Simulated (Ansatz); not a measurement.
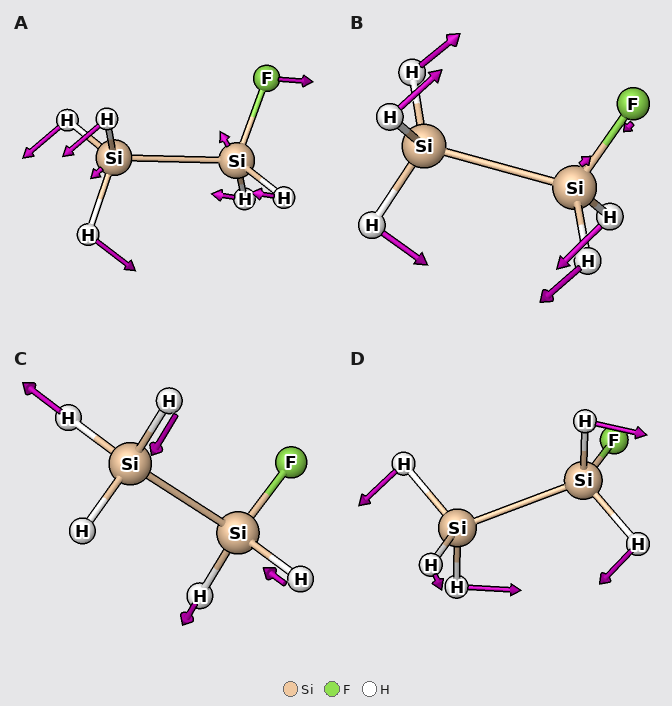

4 normal modes of one molecule or complex, as arrows. Harmonic vibrations computed with RKS PBE0-D4/def2-TZVP (Ansatz 0.2.0) at a stationary point of the same level.

**Match the panels to the wavenumbers 163 cm⁻¹, 353 cm⁻¹, 907 cm⁻¹, 2237 cm⁻¹.**

A: 163 cm⁻¹, angle bending
B: 907 cm⁻¹
C: 2237 cm⁻¹, out-of-phase stretching of 4 Si–H bonds
D: 353 cm⁻¹, H–Si–Si bending
